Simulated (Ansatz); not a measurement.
# C3H8Cl3NZr: the cost of one run

Program: Ansatz 0.2.0, Gaussian basis. Level of theory: one geometry, several basis sets. These are calculated values, not measurements.

Levels to be run: PBE0-D4/def2-SVP; ωB97M-V/def2-SVP; PBE0-D4/def2-QZVPP; ωB97M-V/def2-QZVPP; the functionals' def2-TZVPP values are taken from earlier runs.

1 further run of the same task is left out (it didn't finish).

### 1 The relaxed structure

The geometry comes from an earlier relaxation with PBE0-D4 in a triple-zeta def2 set; it is a stationary point, not always the lowest conformer. Zr takes the def2 core potential; no spin-orbit term is included.

SMILES `CC[N](C)[Zr]([Cl])([Cl])[Cl]`, 16 atoms, charge 0, spin multiplicity 1.

Atoms are counted from 1 here; the program's logs count them from 0.

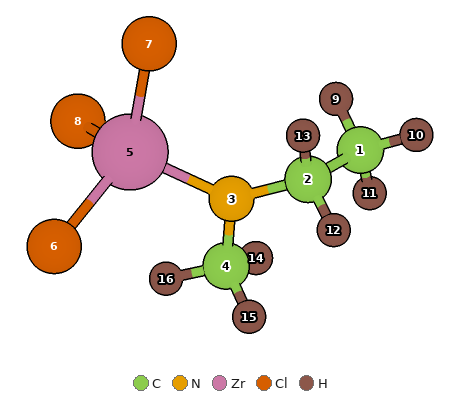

The geometry (carbon green, nitrogen amber, zirconium pink, chlorine orange, hydrogen brown); atoms are numbered from 1 in the order of the file.

### 2 PBE0-D4 in def2-SVP

File in.yaml:

```yaml
crystal:
  periodic: [false, false, false]
  atoms:
    - {symbol: C, position_ang: [1.890584, -0.940290, 0.099829]}
    - {symbol: C, position_ang: [0.982184, 0.080243, 0.765366]}
    - {symbol: N, position_ang: [-0.320296, 0.198456, 0.137205]}
    - {symbol: C, position_ang: [-1.201217, -0.941445, 0.300444]}
    - {symbol: Zr, position_ang: [-1.171732, 1.648750, -0.899333]}
    - {symbol: Cl, position_ang: [-3.105663, 2.284011, 0.282187]}
    - {symbol: Cl, position_ang: [0.385871, 3.386555, -1.099399]}
    - {symbol: Cl, position_ang: [-1.781335, 0.731252, -2.978745]}
    - {symbol: H, position_ang: [2.052436, -0.686208, -0.949850]}
    - {symbol: H, position_ang: [2.860606, -0.959303, 0.601268]}
    - {symbol: H, position_ang: [1.475082, -1.948579, 0.147585]}
    - {symbol: H, position_ang: [0.841135, -0.178058, 1.824275]}
    - {symbol: H, position_ang: [1.461883, 1.062285, 0.743730]}
    - {symbol: H, position_ang: [-0.810875, -1.839554, -0.188974]}
    - {symbol: H, position_ang: [-1.374287, -1.155110, 1.362092]}
    - {symbol: H, position_ang: [-2.184367, -0.743016, -0.147660]}
basis:
  gaussian: {orbitals: def2-SVP}
hamiltonian: {xc: pbe0, dispersion: d4}
output: {orbitals: {seedname: orbitals}}
```

On the command line:

```console
$ ansatz run in.yaml --threads 5 --pin off --events-out ev --progress --plain --max-ram 66560MiB --backend cpu
```

**Question.** How long does this run take on 5 threads of AMD EPYC 7R13, shared host, and how much memory does it need?

About 3.5 s, with a peak of 0.67 GiB.
